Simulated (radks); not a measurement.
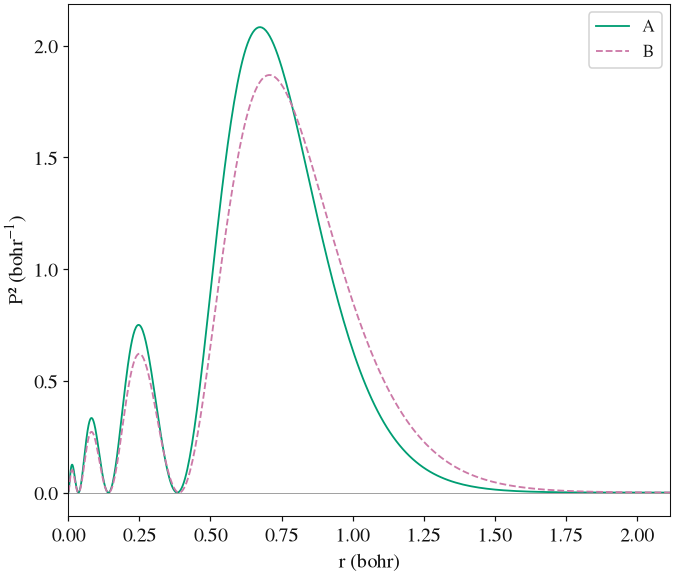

Two charge states of antimony were computed: Sb²⁰⁺ in [Ar] 3d10 4s2 4p1 (high spin); Sb¹¹⁺ in [Kr] 4d4 (high spin). Theory: scalar-relativistic Kohn-Sham, PBEsol, spin-polarised, spherical densities, finite nucleus (computed with the in-house radial solver radks).

The plot shows P² of the 4s down orbital in both runs (large components where relativistic).

**Assign A and B.**

A is Sb²⁰⁺ in [Ar] 3d10 4s2 4p1 (high spin) (⟨r⟩ = 0.697 bohr, eigenvalue −613.8 eV); B is Sb¹¹⁺ in [Kr] 4d4 (high spin) (⟨r⟩ = 0.756 bohr, eigenvalue −347.2 eV). Fewer electrons screen less, so the orbital shrinks.
